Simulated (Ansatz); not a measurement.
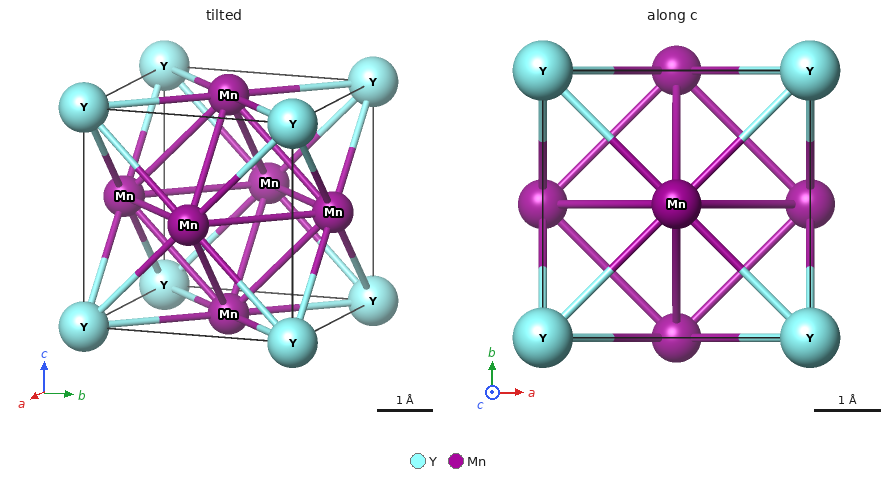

Ball-and-stick representation of a periodic structure, projected slightly off an axis and along the c axis. The lines enclose the conventional unit cell; boundary atoms appear with their images.

YMn₃, Cu₃Au (L1₂) type, space group Pm-3m (No. 221), a = 4.107 Å, b = 4.107 Å, c = 4.107 Å, α = 90.00°, β = 90.00°, γ = 90.00°. The model was built from a structure type filled with these elements by a generator (whether the compound takes this form wasn't checked). Earlier steps of the study may have refined or changed the cell and positions. A calculation with Ansatz used it as input.

This one geometry was computed with Ansatz (DFT, plane waves, PAW) at five levels of theory: LDA, PBE, PBE with spin-orbit coupling, r2SCAN and PBEsol.

Which level gives the highest pressure at this volume, and what does that say about its equilibrium volume?

Highest: r2SCAN (2.5 GPa), which points to the largest equilibrium volume. Lowest, with the smallest volume: LDA (-9.3 GPa). Levels within 0.5 GPa of each other can't be told apart.

How does the band gap change with the level of theory?

All levels give a metal.

Collect the results in a table.

| level | cutoff (eV) | k-mesh of the run's cell | gap (eV) | pressure (GPa) | absolute moment (μB/atom) |
| --- | --- | --- | --- | --- | --- |
| LDA | 420 | 8×8×8 | metal | -9.3 | 2.54 |
| PBE | 420 | 8×8×8 | metal | 0.0 | 2.61 |
| PBE with spin-orbit coupling | 420 | 8×8×8 | metal | 0.0 | 2.61 |
| r2SCAN | 500 | 8×8×8 | metal | 2.5 | 2.87 |
| PBEsol | 420 | 8×8×8 | metal | -4.9 | 2.59 |

Gaps are taken on the k-mesh or band path of each run.
